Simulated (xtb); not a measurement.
# Run report: BBrF (charge +1), geometry relaxation (part 3 of 3)

Continued. System: BBrF, charge +1. Method: GFN1-xTB (xtb 6.7.1 later snapshot). The starting geometry was optimised with GFN1-xTB.

Geometry of the input (Å):
```
F  -0.3630  1.2715  -0.0687
B  0.4449  0.2674  0.2754
Br -0.0819  -1.5390  -0.2067
```

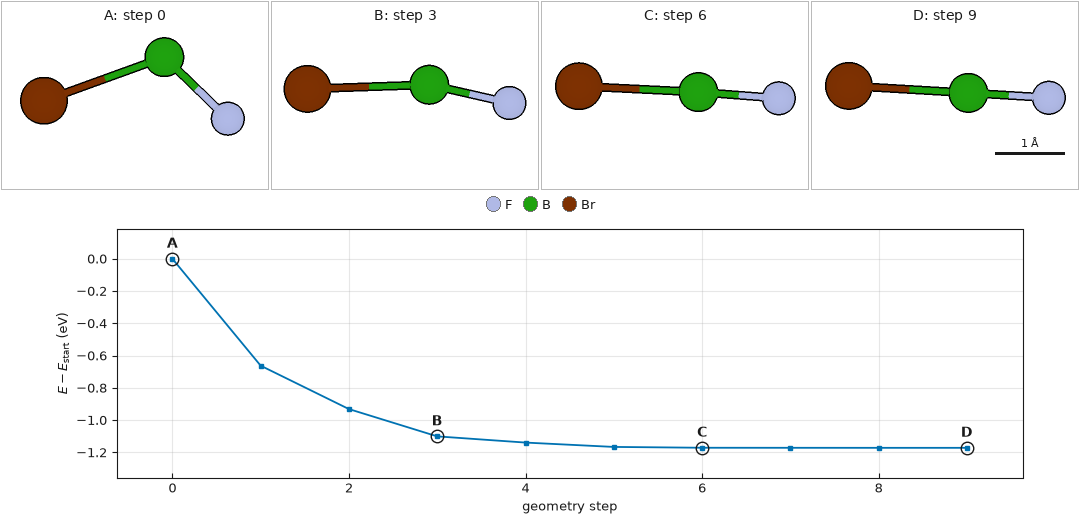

Figure 1. Frames of the relaxation (ball-and-stick view, seen at a tilt) above the curves, on which the letters mark them (steps are counted from 0).

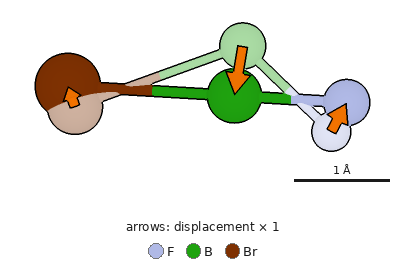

Figure 2. Start (faint) and end (solid) with the displacements as orange arrows, at true length (ball-and-stick view, seen at a tilt). The two geometries are laid on each other by the best rigid fit. The largest move after the best rigid fit is that of B2, 0.53 Å. Largest moves by element: B 0.53 Å, F 0.35 Å, Br 0.23 Å. Among the contacts that change: B2–Br3 1.942 → 1.832 Å, F1–B2 1.334 → 1.234 Å. Among the angles that change: F1–B2–Br3 118.1° → 179.9°. The energy falls by 1.171 eV in 9 geometry steps. (Atoms are counted from 1 in the order of the input.)

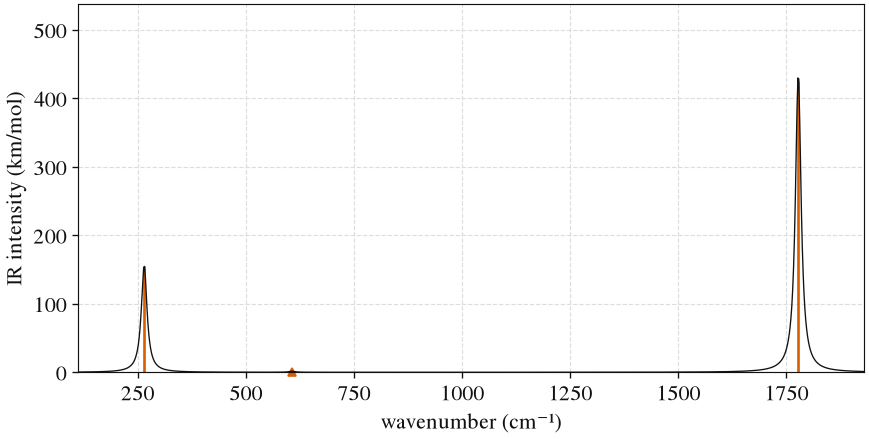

Figure 3. Harmonic infrared spectrum, unscaled: sticks (degenerate modes added up, dark ones marked on the axis) with a Lorentzian envelope of 16 cm⁻¹ full width, scaled to the tallest stick. 4 modes from 265 to 1778 cm⁻¹, none imaginary. The strongest line is at 1778 cm⁻¹ (430 km/mol). All modes, in cm⁻¹ (km/mol): 265 (77), 265 (77), 607 (1.6), 1778 (430).

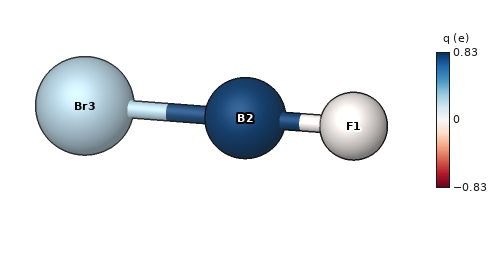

Figure 4. Mulliken charges, as the colour of each atom (ball-and-stick view, seen at an oblique angle; atoms are numbered from 1 in the order of the input). By element: F −0.03, B +0.79 and Br +0.23 e.

Results in brief

```tsv
quantity	value
outcome	converged
electrons treated	16
total energy	−9.924850 hartree
dispersion energy	−0.000560 hartree
basis functions	18
HOMO	−22.17 eV
LUMO	−16.54 eV
zero-point energy	0.006643 hartree
wavenumbers, lowest and highest	265 and 1778 cm⁻¹
hardware	1 thread of Arm Neoverse V1, 24 GiB of memory available, shared host
peak memory	0.074 GiB
```
